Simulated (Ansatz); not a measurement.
**H₆N₃OTa: shape, modes and thermochemistry**

What shape does H₆N₃OTa take? The plan is to relax it, check the end point by its vibrations and derive ideal-gas thermochemistry.

Program: Ansatz 0.2.0, Gaussian basis. Level of theory: RKS PBE0-D4/def2-TZVP. These are calculated values, not measurements.

Plan: relaxation at PBE-D4/def2-SVP; relaxation at PBE0-D4/def2-TZVP; harmonic vibrations at the same level.

1 further run of the same task is left out (set aside as unsound or not needed).

## (1) Starting geometry

SMILES `[NH2][Ta]([NH2])([NH2])=[O]`, 11 atoms, charge 0, spin multiplicity 1.

Atoms are counted from 1 here; the program's logs count them from 0.

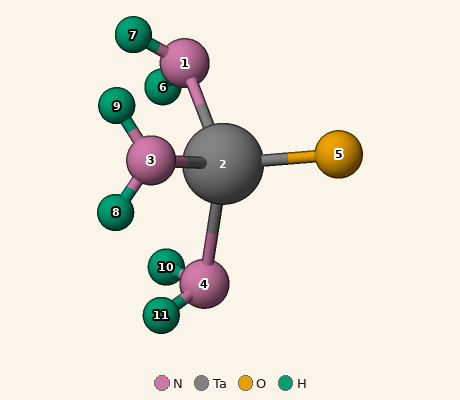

Start geometry, drawn with nitrogen pink, tantalum grey, oxygen amber, hydrogen teal; atoms are numbered from 1 in the order of the file.

The start is a force-field geometry with small random shifts, so a cheaper pass at PBE-D4/def2-SVP comes first. Ta takes the def2 core potential; no spin-orbit term is included.

## (2) Optimising with PBE-D4/def2-SVP (cheap first pass)

Contents of in.yaml:

```yaml
crystal:
  periodic: [false, false, false]
  atoms:
    - {symbol: N, position_ang: [-0.975400, 1.680300, 0.516900]}
    - {symbol: Ta, position_ang: [0.634600, 0.305200, 0.250300]}
    - {symbol: N, position_ang: [0.180900, -1.525600, 1.372000]}
    - {symbol: N, position_ang: [0.933100, -0.174500, -1.884000]}
    - {symbol: O, position_ang: [2.257600, 1.090700, 0.877500]}
    - {symbol: H, position_ang: [-1.388000, 1.949600, -0.452700]}
    - {symbol: H, position_ang: [-1.754100, 1.213400, 1.012500]}
    - {symbol: H, position_ang: [0.066300, -2.259800, 0.676300]}
    - {symbol: H, position_ang: [-0.679700, -1.346500, 1.936500]}
    - {symbol: H, position_ang: [0.038000, 0.232000, -2.346900]}
    - {symbol: H, position_ang: [0.752300, -1.221800, -1.937900]}
basis:
  gaussian: {orbitals: def2-SVP}
hamiltonian: {xc: pbe, dispersion: d4}
relax: {f_tol: 0.03, max_steps: 200}
```

Log, cut to the lines that bear on the results:

```text
Functional definition: PBE
  name "PBE"
  cite "Perdew, Burke & Ernzerhof, Phys. Rev. Lett. 77, 3865 (1996) doi:10.1103/PhysRevLett.77.3865"
  parent pbe
[...]
1311 factors; their error is unknown
[...]
mean field -8156.88643309 eV, -299.7600474797 hartree, gradient 6.8e-5 eV, S^2 0.000000; 0 other end points of the search recorded, 0 dependent functions left out
[...]
reference -8156.88649661 eV, -299.7600498141 hartree; 24, 24 occupied and 94, 94 virtual orbitals, 1311 factors
relax step   1: F+E_penalty+E_count = -8157.09337583 eV  Δ(F+E_penalty+E_count) = +0.000e0 eV  max|allowed force component| = 4.672e0 eV/Å  Δτ_max = 0.0000 Å  (32 SCF iters, accepted)
[...]
relax step   4: F+E_penalty+E_count = -8159.00190363 eV  Δ(F+E_penalty+E_count) = -2.987e-1 eV  max|allowed force component| = 8.335e-1 eV/Å  Δτ_max = 0.1973 Å  (37 SCF iters, accepted)
[...]
relax step   7: F+E_penalty+E_count = -8159.90636069 eV  Δ(F+E_penalty+E_count) = -2.359e-1 eV  max|allowed force component| = 5.973e-1 eV/Å  Δτ_max = 0.1949 Å  (35 SCF iters, accepted)
[...]
relax step  10: F+E_penalty+E_count = -8160.07979481 eV  Δ(F+E_penalty+E_count) = -4.244e-2 eV  max|allowed force component| = 2.188e-1 eV/Å  Δτ_max = 0.0970 Å  (35 SCF iters, accepted)
[...]
relax step  12: F+E_penalty+E_count = -8160.08248357 eV  Δ(F+E_penalty+E_count) = -6.324e-4 eV  max|allowed force component| = 4.097e-2 eV/Å  Δτ_max = 0.0194 Å  (30 SCF iters, accepted)
[...]
relax step  13: F+E_penalty+E_count = -8160.08269173 eV  Δ(F+E_penalty+E_count) = -2.082e-4 eV  max|allowed force component| = 1.758e-3 eV/Å  Δτ_max = 0.0113 Å  (30 SCF iters, accepted)
1311 factors; their error is unknown
[...]
mean field -8159.85628851 eV, -299.8691876535 hartree, gradient 1.9e-5 eV, S^2 0.000000; 1 other end points of the search recorded, 0 dependent functions left out
[...]
reference -8159.85635572 eV, -299.8691901235 hartree; 24, 24 occupied and 94, 94 virtual orbitals, 1311 factors
Total energy: -8160.08275894 eV, -299.8775102883 hartree
Atom 0 at    -1.073514     1.551323     0.266675 Å, force    -0.000422    -0.000832    -0.000101 eV/Å
Atom 1 at     0.386519     0.179603     0.152452 Å, force    -0.001545    -0.000620    -0.001019 eV/Å
Atom 2 at    -0.047397    -1.405674     1.303538 Å, force    -0.000465     0.000456    -0.000915 eV/Å
Atom 3 at     0.667409    -0.389940    -1.750970 Å, force    -0.000693    -0.000480     0.001119 eV/Å
Atom 4 at     1.864302     0.897009     0.736655 Å, force    -0.001236    -0.000445    -0.000202 eV/Å
Atom 5 at    -0.925950     2.547346     0.459306 Å, force     0.000498    -0.000442     0.000832 eV/Å
Atom 6 at    -2.079586     1.355116     0.294473 Å, force     0.000988     0.001732    -0.000028 eV/Å
Atom 7 at    -0.652713    -2.190247     1.039963 Å, force     0.000830     0.000080     0.001758 eV/Å
Atom 8 at     0.421310    -1.632425     2.186627 Å, force     0.000547     0.000012    -0.000695 eV/Å
Atom 9 at    -0.071133    -0.549845    -2.444074 Å, force     0.001710    -0.000508    -0.000866 eV/Å
Atom 10 at     1.576353    -0.419267    -2.224144 Å, force    -0.000214     0.001047     0.000118 eV/Å
Dipole moment:    -0.689004    -0.334564    -0.272398 e Å
```

Run time: 15 s. Hardware: 4 threads, shared host.

The steps of the relaxation:

| step | energy from step 1 (eV) | largest force component (eV/Å) |
| --- | --- | --- |
| 1 | 0.0000 | 4.6720 |
| 2 | -1.3054 | 1.7450 |
| 3 | -1.6099 | 0.9981 |
| 4 | -1.9085 | 0.8335 |
| 5 | -2.2606 | 0.8001 |
| 6 | -2.5771 | 1.0380 |
| 7 | -2.8130 | 0.5973 |
| 8 | -2.9430 | 0.2169 |
| 9 | -2.9440 | 1.8530 |
| 10 | -2.9864 | 0.2188 |
| 11 | -2.9885 | 0.0472 |
| 12 | -2.9891 | 0.0410 |
| 13 | -2.9893 | 0.0018 |

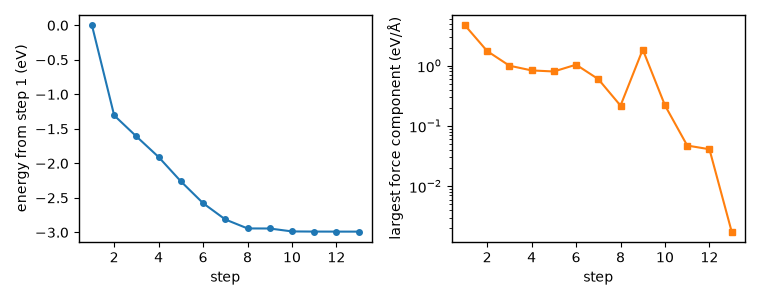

Energy and force, step by step.

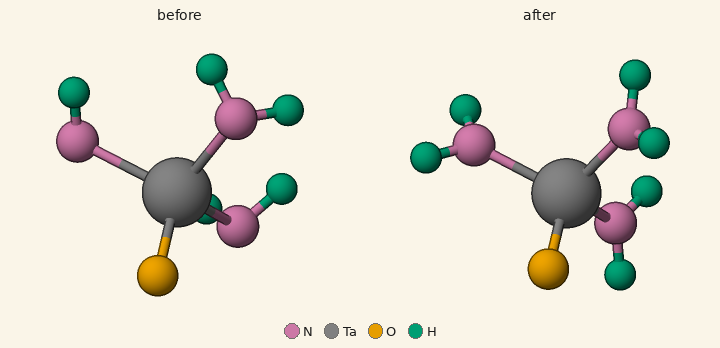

The geometry before (left) and after (right).

Close pairs (by a distance rule), those that changed most:

| bond | before (Å) | after (Å) | change (Å) |
| --- | --- | --- | --- |
| Ta2–N4 | 2.208 | 2.007 | -0.201 |
| Ta2–N3 | 2.195 | 2.007 | -0.188 |
| Ta2–O5 | 1.909 | 1.744 | -0.166 |
| N1–Ta2 | 2.134 | 2.007 | -0.127 |
| N1–H6 | 1.088 | 1.025 | -0.062 |
| N4–H10 | 1.087 | 1.025 | -0.061 |
| N4–H11 | 1.064 | 1.025 | -0.039 |
| N3–H9 | 1.045 | 1.025 | -0.020 |

## (3) Geometry optimisation, PBE0-D4/def2-TZVP

Contents of in.yaml:

```yaml
crystal:
  periodic: [false, false, false]
  atoms:
    - {symbol: N, position_ang: [-1.073514, 1.551323, 0.266675]}
    - {symbol: Ta, position_ang: [0.386519, 0.179603, 0.152452]}
    - {symbol: N, position_ang: [-0.047397, -1.405674, 1.303538]}
    - {symbol: N, position_ang: [0.667409, -0.389940, -1.750970]}
    - {symbol: O, position_ang: [1.864302, 0.897009, 0.736655]}
    - {symbol: H, position_ang: [-0.925950, 2.547346, 0.459306]}
    - {symbol: H, position_ang: [-2.079586, 1.355116, 0.294473]}
    - {symbol: H, position_ang: [-0.652713, -2.190247, 1.039963]}
    - {symbol: H, position_ang: [0.421310, -1.632425, 2.186627]}
    - {symbol: H, position_ang: [-0.071133, -0.549845, -2.444074]}
    - {symbol: H, position_ang: [1.576353, -0.419267, -2.224144]}
basis:
  gaussian: {orbitals: def2-TZVP}
hamiltonian: {xc: pbe0, dispersion: d4}
relax: {f_tol: 0.005, max_steps: 150}
```

Log, cut to the lines that bear on the results:

```text
Functional definition: PBE0
  name "PBE0"
  cite "Adamo & Barone, J. Chem. Phys. 110, 6158 (1999) doi:10.1063/1.478522"
  cite "Perdew, Burke & Ernzerhof, Phys. Rev. Lett. 77, 3865 (1996) doi:10.1103/PhysRevLett.77.3865"
  parent pbe
[...]
1288 factors; their error is unknown
[...]
mean field -8166.68280341 eV, -300.1200574488 hartree, gradient 1.9e-5 eV, S^2 0.000000; 0 other end points of the search recorded, 0 dependent functions left out
[...]
reference -8166.68283715 eV, -300.1200586887 hartree; 24, 24 occupied and 176, 176 virtual orbitals, 1288 factors
relax step   1: F+E_penalty+E_count = -8166.87725068 eV  Δ(F+E_penalty+E_count) = +0.000e0 eV  max|allowed force component| = 9.886e-1 eV/Å  Δτ_max = 0.0000 Å  (30 SCF iters, accepted)
[...]
Atom 1 at     0.377868     0.175438     0.148964 Å, force     0.000121     0.000627    -0.001116 eV/Å
Atom 2 at    -0.040548    -1.403876     1.291852 Å, force     0.001386    -0.000266     0.002048 eV/Å
Atom 3 at     0.662707    -0.378928    -1.744990 Å, force     0.001836    -0.000170    -0.000501 eV/Å
Atom 4 at     1.836273     0.883730     0.725543 Å, force    -0.000997    -0.000690     0.000253 eV/Å
Atom 5 at    -0.907858     2.505604     0.525967 Å, force    -0.002416    -0.003259    -0.000819 eV/Å
Atom 6 at    -2.060748     1.370433     0.202874 Å, force     0.002154     0.001183     0.000386 eV/Å
Atom 7 at    -0.709443    -2.130733     1.085458 Å, force     0.001772     0.001362     0.001284 eV/Å
Atom 8 at     0.473226    -1.642066     2.126934 Å, force    -0.002765    -0.000906    -0.002987 eV/Å
Atom 9 at    -0.054361    -0.635530    -2.407040 Å, force     0.002284     0.000392     0.000962 eV/Å
Atom 10 at     1.557361    -0.342736    -2.210123 Å, force    -0.004206    -0.000265     0.000169 eV/Å
Dipole moment:    -0.691661    -0.335950    -0.273483 e Å
```

It took 19 s on 4 threads, shared host; peak memory 0.53 GiB.

Relaxation path:

| step | energy from step 1 (eV) | largest force component (eV/Å) |
| --- | --- | --- |
| 1 | 0.0000 | 0.9886 |
| 2 | -0.0520 | 0.3994 |
| 3 | -0.0566 | 0.0688 |
| 4 | -0.0575 | 0.0075 |
| 5 | -0.0576 | 0.0294 |
| 6 | -0.0577 | 0.0237 |
| 7 | -0.0577 | 0.0042 |

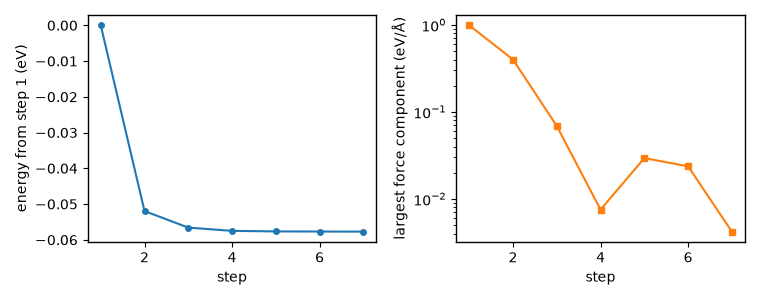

Energy and force, step by step.

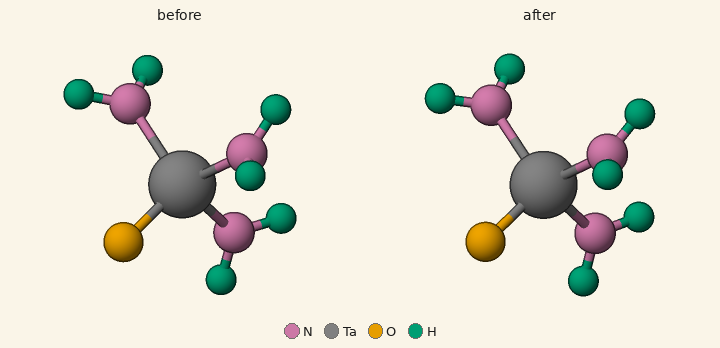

The geometry before (left) and after (right).

Close pairs (by a distance rule), those that changed most:

| bond | before (Å) | after (Å) | change (Å) |
| --- | --- | --- | --- |
| Ta2–O5 | 1.744 | 1.721 | -0.023 |
| N1–H7 | 1.025 | 1.009 | -0.016 |
| N3–H8 | 1.025 | 1.009 | -0.016 |
| N4–H10 | 1.025 | 1.009 | -0.016 |
| N3–H9 | 1.025 | 1.009 | -0.016 |
| N1–H6 | 1.025 | 1.009 | -0.016 |
| N4–H11 | 1.025 | 1.009 | -0.016 |
| Ta2–N3 | 2.007 | 1.994 | -0.013 |

Mulliken charges of the relaxed molecule (report file):

| atom | value (e) |
| --- | --- |
| N1 | -0.76 |
| Ta2 | 1.33 |
| N3 | -0.76 |
| N4 | -0.76 |
| O5 | -0.53 |
| H6 | 0.26 |
| H7 | 0.24 |
| H8 | 0.24 |
| H9 | 0.26 |
| H10 | 0.24 |
| H11 | 0.26 |

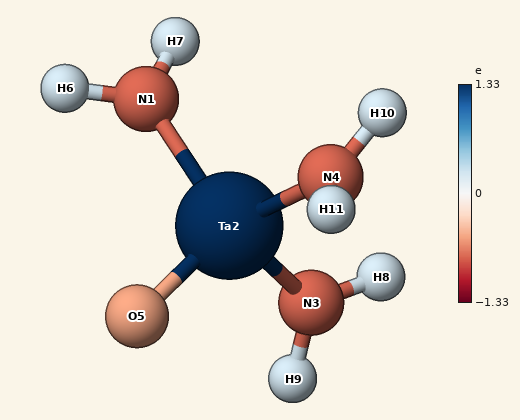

Mulliken charges of the relaxed molecule (report file), as colours on the atoms.

## (4) Harmonic vibrations

Contents of in.yaml:

```yaml
crystal:
  periodic: [false, false, false]
  atoms:
    - {symbol: N, position_ang: [-1.068877, 1.541664, 0.275060]}
    - {symbol: Ta, position_ang: [0.377868, 0.175438, 0.148964]}
    - {symbol: N, position_ang: [-0.040548, -1.403876, 1.291852]}
    - {symbol: N, position_ang: [0.662707, -0.378928, -1.744990]}
    - {symbol: O, position_ang: [1.836273, 0.883730, 0.725543]}
    - {symbol: H, position_ang: [-0.907858, 2.505604, 0.525967]}
    - {symbol: H, position_ang: [-2.060748, 1.370433, 0.202874]}
    - {symbol: H, position_ang: [-0.709443, -2.130733, 1.085458]}
    - {symbol: H, position_ang: [0.473226, -1.642066, 2.126934]}
    - {symbol: H, position_ang: [-0.054361, -0.635530, -2.407040]}
    - {symbol: H, position_ang: [1.557361, -0.342736, -2.210123]}
basis:
  gaussian: {orbitals: def2-TZVP}
hamiltonian: {xc: pbe0, dispersion: d4}
phonons: {temperatures: {t_min: 298.15, t_max: 900, t_step: 200}}
```

Log, cut to the lines that bear on the results:

```text
Functional definition: PBE0
  name "PBE0"
  cite "Adamo & Barone, J. Chem. Phys. 110, 6158 (1999) doi:10.1063/1.478522"
  cite "Perdew, Burke & Ernzerhof, Phys. Rev. Lett. 77, 3865 (1996) doi:10.1103/PhysRevLett.77.3865"
  parent pbe
[...]
1288 factors; their error is unknown
[...]
mean field -8166.73791446 eV, -300.1220827427 hartree, gradient 6.3e-5 eV, S^2 0.000000; 0 other end points of the search recorded, 0 dependent functions left out
[...]
reference -8166.73794787 eV, -300.1220839704 hartree; 24, 24 occupied and 176, 176 virtual orbitals, 1288 factors
[...]
1288 factors; their error is unknown
mean field -8166.73769574 eV, -300.1220747050 hartree, gradient 9.3e-7 eV, S^2 0.000000; 0 other end points of the search recorded, 0 dependent functions left out
[...]
reference -8166.73772915 eV, -300.1220759327 hartree; 24, 24 occupied and 176, 176 virtual orbitals, 1288 factors
[...]
Atom 4 at     1.836273     0.883730     0.725543 Å, force    -0.000962    -0.000673     0.000268 eV/Å
Atom 5 at    -0.907858     2.505604     0.525967 Å, force    -0.002415    -0.003269    -0.000822 eV/Å
Atom 6 at    -2.060748     1.370433     0.202874 Å, force     0.002153     0.001177     0.000385 eV/Å
Atom 7 at    -0.709443    -2.130733     1.085458 Å, force     0.001761     0.001351     0.001278 eV/Å
Atom 8 at     0.473226    -1.642066     2.126934 Å, force    -0.002758    -0.000907    -0.002974 eV/Å
Atom 9 at    -0.054361    -0.635530    -2.407040 Å, force     0.002291     0.000396     0.000969 eV/Å
Atom 10 at     1.557361    -0.342736    -2.210123 Å, force    -0.004194    -0.000265     0.000162 eV/Å
Dipole moment:    -0.691659    -0.335949    -0.273484 e Å
Vibrations: 117.39 182.83 182.92 183.33 199.62 199.66 343.43 343.62 423.04 450.94 451.08 567.87 567.91 589.82 656.34 656.37 679.51 1003.69 1549.33 1549.36 1554.17 3580.17 3580.20 3583.18 3674.61 3674.63 3674.67 cm⁻¹, zero-point energy 2.121351 eV
```

Wall time 2.1 min (4 threads, shared host); peak memory 0.54 GiB.

Motions are named by where the mode's potential energy lies. Wavenumbers, unscaled:

| mode | cm⁻¹ | motion |
| --- | --- | --- |
| 1 | 117 | torsion |
| 2 | 183 | bend with torsion |
| 3 | 183 | bend with torsion |
| 4 | 183 | torsion |
| 5 | 200 | torsion with bend |
| 6 | 200 | torsion with bend |
| 7 | 343 | torsion |
| 8 | 344 | torsion |
| 9 | 423 | torsion |
| 10 | 451 | torsion |
| 11 | 451 | torsion |
| 12 | 568 | bend |
| 13 | 568 | bend |
| 14 | 590 | bend |
| 15 | 656 | Ta–N stretch |
| 16 | 656 | Ta–N stretch |
| 17 | 680 | Ta–N stretch |
| 18 | 1004 | Ta–O stretch |
| 19 | 1549 | bend |
| 20 | 1549 | bend |
| 21 | 1554 | bend |
| 22 | 3580 | N–H stretch |
| 23 | 3580 | N–H stretch |
| 24 | 3583 | N–H stretch |
| 25 | 3675 | N–H stretch |
| 26 | 3675 | N–H stretch |
| 27 | 3675 | N–H stretch |

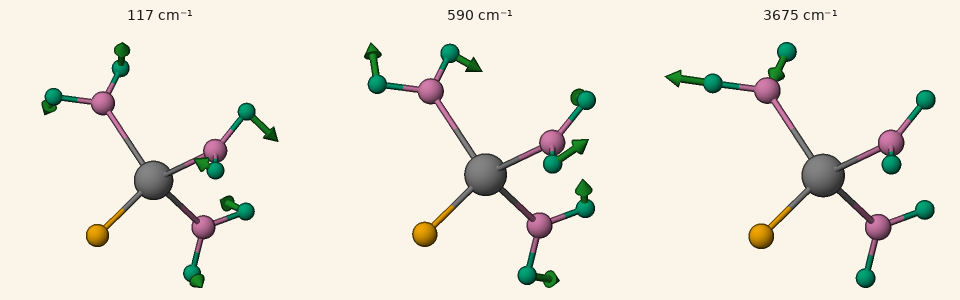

How the atoms move in 3 of the modes.

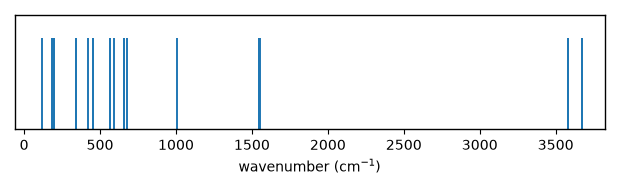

The harmonic wavenumbers as sticks (no intensities were computed).

From these modes and the moments of inertia (298.15 K, 1 bar, symmetry number 3):

| term | value |
| --- | --- |
| zero-point energy | 204.7 kJ/mol |
| H(298) − E | 230.6 kJ/mol |
| entropy, translation | 177.5 J/(mol K) |
| entropy, rotation | 103.6 J/(mol K) |
| entropy, vibration | 91.3 J/(mol K) |
| entropy, total | 372.4 J/(mol K) |

## (5) Results

| quantity | value |
| --- | --- |
| point group | C3 |
| steps | 13 + 7 |
| shift from the start (rms) | 0.820 Å |
| total energy | -8166.9350 eV |
| dispersion term | -197 meV |
| dipole moment | 3.92 D |
| lowest, highest wavenumber | 117, 3675 cm⁻¹ |
| zero-point energy | 204.7 kJ/mol |
| entropy at 298.15 K | 372.4 J/(mol K) |

The atoms moved 0.82 Å (rms) from the start; the bond that changed most is Ta2–N4, from 2.208 to 1.994 Å. No mode is imaginary: a true minimum at this level. The stiffest mode, 3675 cm⁻¹, is an N–H stretch, and 6 modes under 200 cm⁻¹ make the vibrational entropy uncertain. Harmonic hybrid wavenumbers usually lie a few per cent above measured fundamentals. The largest Mulliken charge, +1.33 e, sits on Ta2.
